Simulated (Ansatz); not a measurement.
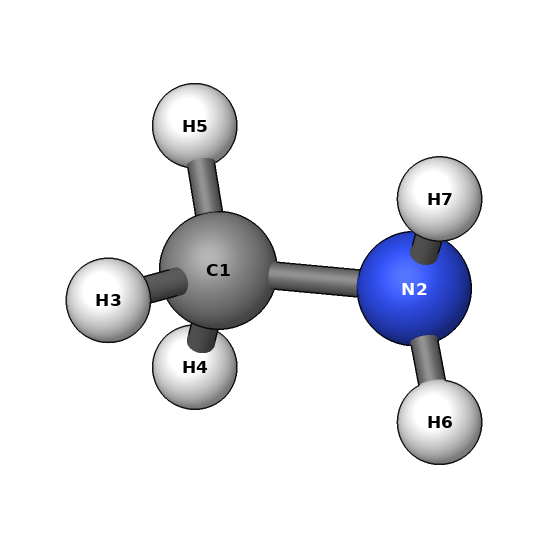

The questions are on Mulliken charges. The geometry was computed by an optimisation with PBE0-D4/def2-TZVP. No frequency run is at hand to confirm it as a minimum. Properties computed with RKS PBE0-D4/def2-TZVP (Ansatz 0.2.0).

### Which atom carries the highest charge (most positive or least negative)?

H6, H7 (0.22 e).

### And the lowest?

N2 (−0.52 e).

List the Mulliken charges.

| atom | value (e) |
| --- | --- |
| C1 | −0.27 |
| N2 | −0.52 |
| H3 | 0.10 |
| H4 | 0.12 |
| H5 | 0.12 |
| H6 | 0.22 |
| H7 | 0.22 |

Mulliken values depend strongly on the basis set and can even reverse the polarity of a bond.
